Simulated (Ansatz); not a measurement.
# What O → Se does to IrO2

Take IrO2 in the rutile structure (space group P4_2/mnm, No. 136; a = 4.472 Å, c = 3.154 Å) as the base.

The change: full substitution O → Se, then cell and atoms are relaxed.

All numbers come from PBEsol (Ansatz, a first-principles code; PAW; 420 eV plane waves; scalar-relativistic without spin-orbit coupling). k-mesh 9×9×12 (Γ-centred); smearing 0.05 eV (Fermi–Dirac), for the changed cell.

* **Volume per atom**: 20.38 Å³ (base 10.51 Å³)
* **Density**: 9.51 g/cm³ (base 11.81 g/cm³)
* **Lattice parameter a**: 10.579 bohr (base 8.450 bohr)
* **c/a ratio**: 0.697 (base 0.705)
* **Space group**: P4_2/mnm (No. 136) (base P4_2/mnm (No. 136))
* **Shortest interatomic distance**: 4.614 bohr (base 3.690 bohr)
* **Band gap**: zero (base zero)

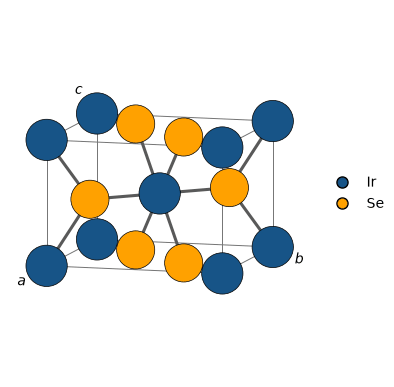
Figure: The relaxed conventional cell after the change

Whether these cells are dynamically stable was not tested. As relaxed here, IrSe2 is a hypothetical phase, not in the database extracts checked. No Hubbard U is applied, and correlation can decide whether such a compound is a metal. All final runs are without spin polarisation. IrSe2 has a high density of states at the Fermi level and may be magnetic at this level.
